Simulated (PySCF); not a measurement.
```xyz
5

La    0.0000    0.0000   -0.3801
O     0.0000    0.0000    2.0773
C     0.0000    0.0000    3.3054
H     0.9534    0.0000    3.8702
H    -0.9534    0.0000    3.8702
```

Core potentials replace the inner electrons of La.

All numbers below come from RKS PBE0, La lcecp-0-SVP with ECP47, O def2-SVP, C def2-SVP, H def2-SVP; non-relativistic Hamiltonian with scalar-relativistic core potentials where named; density fitting in PySCF 2.14.0.

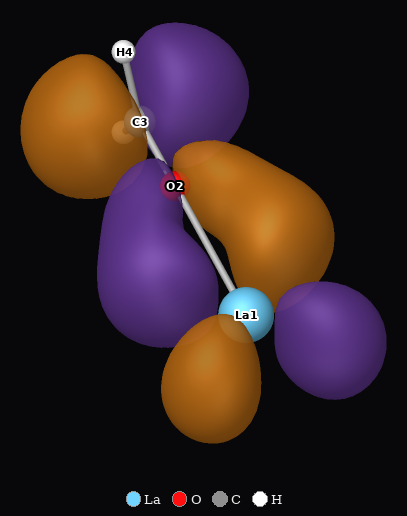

CH₂LaO (charge +2). One frontier orbital at ±0.1 Å⁻³ᐟ² (orange and purple are the two phases), seen at an oblique angle.

Which orbital is it: HOMO or LUMO?

Answer. The LUMO, at −11.13 eV. Its weight (Hirshfeld) is mainly on C3 (about 40 %), La1 (about 40 %) and O2 (about 15 %); it changes sign across the molecular plane (π type); π-antibonding (a node) across La1–O2 and O2–C3.
